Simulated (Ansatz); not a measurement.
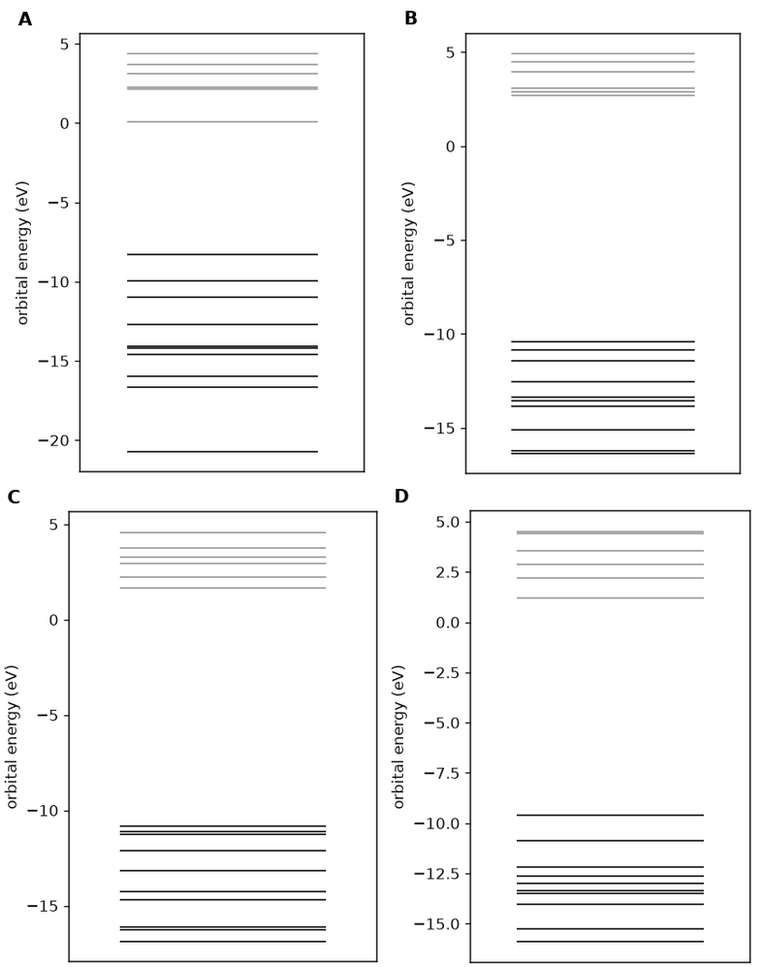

Kohn-Sham orbital energies near the frontier, ωB97X-V/def2-TZVPP, the Ansatz code 0.2.0, at a PBE0-D4/def2-TZVP geometry (no frequency check), isolated molecule; empty levels in grey, levels within 0.03 eV side by side.

Pair each panel with its molecule.
1. C₂H₆O₂Si, SMILES O[Si@@H]1CCO1
2. C₂H₆BFS, SMILES BC[C@@H](F)S
3. CH₇BO₂Si, SMILES C[Si@@H](O)BO
4. C₂H₆OSn, SMILES [CH3][Sn@H]1[CH2][O]1, singlet

A: 4 (HOMO −8.29 eV, LUMO 0.07 eV)
B: 1 (HOMO −10.41 eV, LUMO 2.71 eV)
C: 2 (HOMO −10.83 eV, LUMO 1.65 eV)
D: 3 (HOMO −9.62 eV, LUMO 1.18 eV)

Limits of at least one run: core potentials past krypton; empty levels above zero depend strongly on the basis; one conformer of a flexible molecule; spin-orbit coupling is left out, and with Sn it can shift these levels and split any degenerate set.
